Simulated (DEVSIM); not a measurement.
Structure: GaN p-n junction from an implanted or diffused profile, at 350 K.

| layer (left to right) | material | thickness (μm) | Nd (cm⁻³) | τn (s) | τp (s) |
|---|---|---|---|---|---|
| 1 | GaN | 59.0 | 5.3e14 | 3.1e-10 | 3.1e-10 |

Added acceptor profile: 2.3e17 cm⁻³ × exp(−(x − 0 μm)²/(2·(0.22 μm)²)). Left contact: ohmic. Right contact: ohmic. Voltage is applied to the left contact. Recombination: SRH at mid-gap, Auger. Mobility is μmin + (μ − μmin)/(1 + (N/Nref)^α).

This is a model device: material constants are rounded textbook-type values typed into the input, and sizes, dopings and lifetimes were drawn at random. Values at 300 K; Nc and Nv go as T^1.5, mobilities as T to minus their exponent, the gap by Varshni's rule with the affinity fixed.

| parameter | GaN |
|---|---|
| gap (eV) | 3.43 |
| affinity (eV) | 4.1 |
| permittivity | 9.5 |
| Nc (cm⁻³) | 2.3e18 |
| Nv (cm⁻³) | 4.6e19 |
| μn (cm²/Vs) | 1200 |
| μp (cm²/Vs) | 100 |
| μn,min | 55 |
| μp,min | 3 |
| Nref,n | 2e17 |
| Nref,p | 3e17 |
| αn | 1 |
| αp | 2 |
| T exponent of μn | 1.5 |
| T exponent of μp | 2 |
| Cn (cm⁶/s) | 1e-30 |
| Cp (cm⁶/s) | 1e-30 |
| Varshni α (eV/K) | 0.00091 |
| Varshni β (K) | 830 |

DEVSIM, 1D drift-diffusion, Boltzmann statistics, complete ionisation; no tunnelling, impact ionisation, image-force lowering or self-heating.

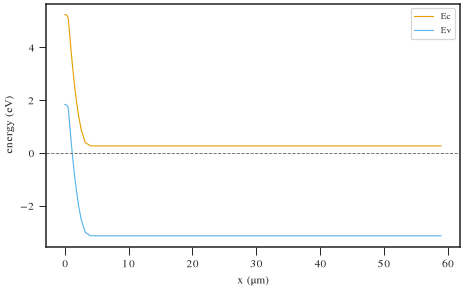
Fig. 1. Band edges at -2.0 V on the left contact

Energies count from the Fermi level of the right contact; mesh points crowd at the junctions.

| x (μm) | Ec (eV) | Ev (eV) | n (cm⁻³) | p (cm⁻³) | field (V/cm) |
|---|---|---|---|---|---|
| 0.000 | 5.241 | 1.833 | < 1e2 | 2.3e17 | -52 |
| 0.02536 | 5.241 | 1.833 | < 1e2 | 2.3e17 | -160 |
| 0.06634 | 5.240 | 1.832 | < 1e2 | 2.2e17 | -420 |
| 0.1326 | 5.236 | 1.828 | < 1e2 | 1.9e17 | -830 |
| 0.2909 | 5.215 | 1.807 | < 1e2 | 9.5e16 | -1800 |
| 0.4620 | 5.169 | 1.761 | < 1e2 | 2.1e16 | -4700 |
| 0.6380 | 4.886 | 1.478 | < 1e2 | 1.8e12 | -26000 |
| 0.8712 | 4.229 | 0.821 | < 1e2 | 610 | -28000 |
| 1.049 | 3.744 | 0.337 | < 1e2 | < 1e2 | -26000 |
| 1.396 | 2.888 | -0.520 | < 1e2 | < 1e2 | -23000 |
| 2.200 | 1.373 | -2.035 | < 1e2 | < 1e2 | -15000 |
| 5.178 | 0.260 | -3.148 | 5.3e14 | < 1e2 | ≈ 0 |
| 10.95 | 0.260 | -3.148 | 5.3e14 | < 1e2 | ≈ 0 |
| 24.32 | 0.260 | -3.148 | 5.3e14 | < 1e2 | ≈ 0 |
| 46.49 | 0.260 | -3.148 | 5.3e14 | < 1e2 | ≈ 0 |
| 53.48 | 0.260 | -3.148 | 5.3e14 | < 1e2 | ≈ 0 |
| 56.57 | 0.260 | -3.148 | 5.3e14 | < 1e2 | ≈ 0 |
| 57.94 | 0.260 | -3.148 | 5.3e14 | < 1e2 | ≈ 0 |
| 58.66 | 0.260 | -3.148 | 5.3e14 | < 1e2 | ≈ 0 |
| 58.87 | 0.260 | -3.148 | 5.3e14 | < 1e2 | ≈ 0 |
| 58.95 | 0.260 | -3.148 | 5.3e14 | < 1e2 | ≈ 0 |
| 59.00 | 0.260 | -3.148 | 5.3e14 | < 1e2 | ≈ 0 |
